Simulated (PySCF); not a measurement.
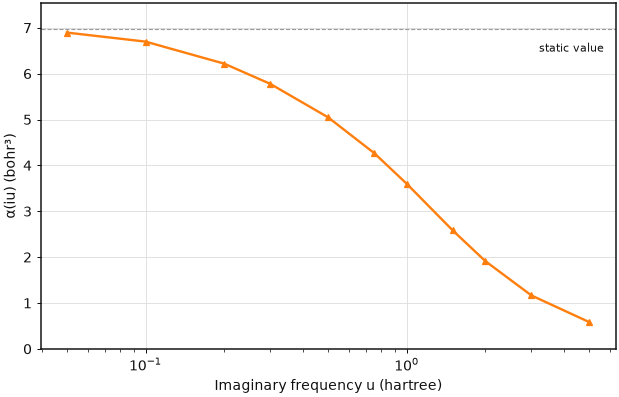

Figure 1. Dipole polarisability at imaginary frequency of Ho²⁺ ([Xe] 4f¹¹). Coupled response at the HF level; PySCF, x2c-TZVPPall plus 1 diffuse shell for each l, spin-free X2C-1e, unrestricted single determinants, no spin-orbit coupling. The static dipole polarisability is 6.98 bohr³; α(iu) falls to half of it near u = 1.0 hartree. The Casimir–Polder integral gives C₆ = 37.6 hartree bohr⁶ for two such species.

# Ho²⁺: atomic calculation

- system: Ho²⁺, configuration 1s2 2s2 2p6 3s2 3p6 3d10 4s2 4p6 4d10 4f11 5s2 5p6, multiplicity 4.
- method: unrestricted HF, x2c-TZVPPall plus 1 even-tempered diffuse shell per l, spin-free X2C-1e, Gaussian nucleus (PySCF)

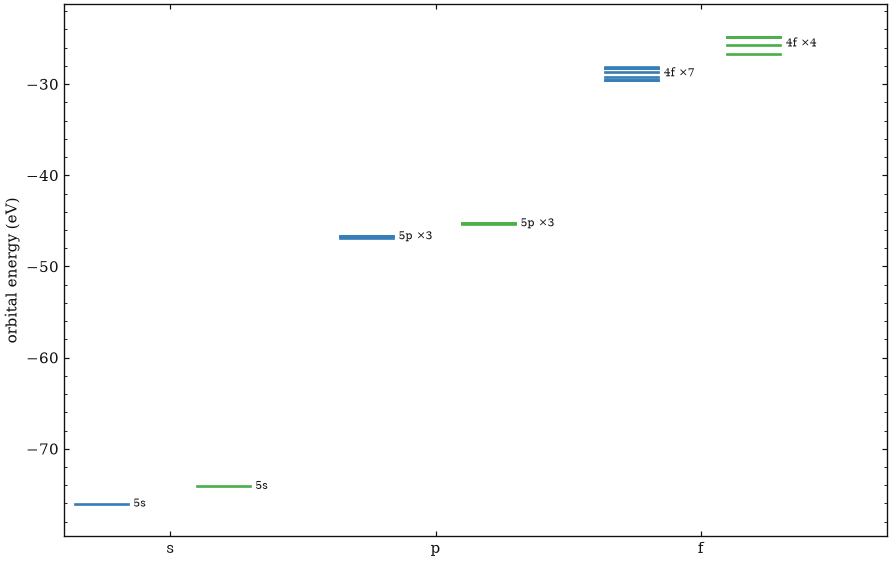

Figure 2. Orbital energies of the mean field, from the top down to −76.0 eV, by angular momentum, α spin at the left of each column and β at the right; ×n counts the orbitals under one label. The highest filled orbital is 4f β at −24.8 eV, the lowest empty one s α at −10.9 eV.

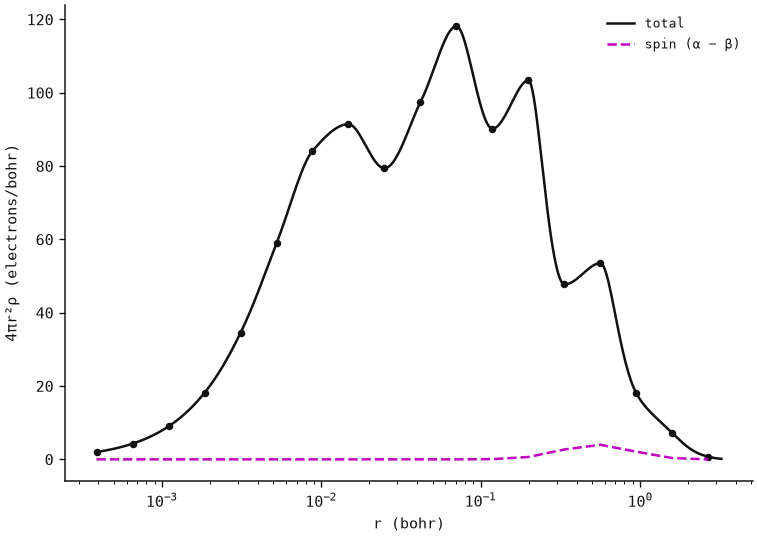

Figure 3. Spherically averaged radial density 4πr²ρ of the mean field and its spin part; markers are the stored points, which are sparse, and the line is a monotone interpolation between them. The largest stored value is 118 electrons/bohr at r = 0.071 bohr. Root-mean-square radii of the shells: 4s 0.552, 4p 0.586, 4d 0.646, 4f 0.928, 5s 1.39, 5p 1.63 bohr.

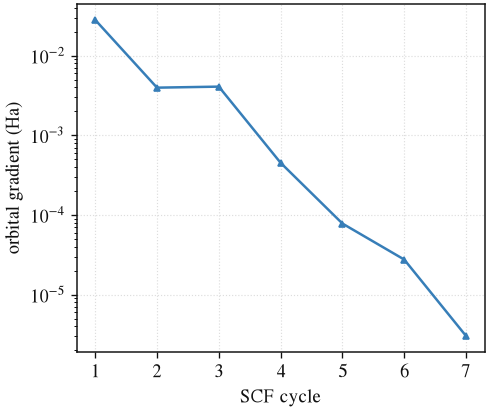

Figure 4. Convergence: orbital gradient against the SCF cycle. The residual falls almost steadily, with no more than small rises or pauses. It goes from 0.028 to 3.0×10⁻⁶ in 7 steps.

Input and output of the run follow.

### Input file
```python
from pyscf import gto, scf, dft, mp, cc
import basis_set_exchange as bse
mol = gto.M(atom="Ho 0 0 0", charge=2, spin=3, symmetry="D2h",
            basis=gto.basis.parse(bse.get_basis("x2c-TZVPPall", elements=["Ho"], fmt="nwchem", header=False, augment_diffuse=1)),
            nucmod="G")
mf = scf.UHF(mol).sfx2c1e()
mf.irrep_nelec = {'Ag': (9, 9), 'B1g': (2, 2), 'B2g': (2, 2), 'B3g': (2, 2), 'Au': (1, 1), 'B1u': (6, 6), 'B2u': (6, 5), 'B3u': (6, 4)}
mf.kernel()
```

The script is an equivalent of what the driver set up; the driver started from orbitals of its own, so the log can be shorter than this script's would be, and it computed the properties (radii, ⟨L²⟩, response) afterwards. It held the occupations shell by shell, which the script's counts by irreducible representation don't always enforce.

The run was one of a batch that the task file lists, launched with:
```bash
OMP_NUM_THREADS=1 python <driver script> TASK.json OUT
```

### Log (extracts)
```
damping factor = 0
level_shift factor = 0
DIIS = <class 'pyscf.scf.diis.CDIIS'>
diis_start_cycle = 1
diis_space = 10
diis_damp = 0
SCF conv_tol = 1e-09
SCF conv_tol_grad = None
number electrons alpha = 34  beta = 31
cycle= 1 E= -12610.7348311051  delta_E= -0.00805  |g|= 0.0281  |ddm|= 0.0271
cycle= 2 E= -12610.7348900557  delta_E= -5.9e-05  |g|= 0.00396  |ddm|= 0.00328
cycle= 3 E= -12610.7348911567  delta_E= -1.1e-06  |g|= 0.00408  |ddm|= 0.00264
cycle= 4 E= -12610.7348925778  delta_E= -1.42e-06  |g|= 0.000451  |ddm|= 0.00114
cycle= 5 E= -12610.734892716  delta_E= -1.38e-07  |g|= 7.79e-05  |ddm|= 0.000502
cycle= 6 E= -12610.7348927185  delta_E= -2.51e-09  |g|= 2.75e-05  |ddm|= 7.45e-05
cycle= 7 E= -12610.7348927186  delta_E= -1.49e-10  |g|= 3.02e-06  |ddm|= 1.94e-05
converged SCF energy = -12610.7348927186  <S^2> = 3.7551364  2S+1 = 4.0025674
```

### Results in brief

```tsv
quantity	value
outcome	converged
total energy	−12610.7349 hartree
⟨S²⟩	3.755
⟨L²⟩	34.03
static polarisability	6.98 bohr³
C₆ of the like pair	37.6 hartree bohr⁶
SCF iterations	7
hardware	1 CPU thread, shared host
CPU time	51 s (integrals apart)
```

### Remarks

Radii and densities are those of the two-component orbitals, without the picture-change correction, so the innermost s shells come out slightly too small (about 1 % for 1s near Z = 40, more for heavier atoms). ⟨L²⟩ departs from that of the intended term, so the determinant mixes terms. Caveats: determinant is not a pure L term.
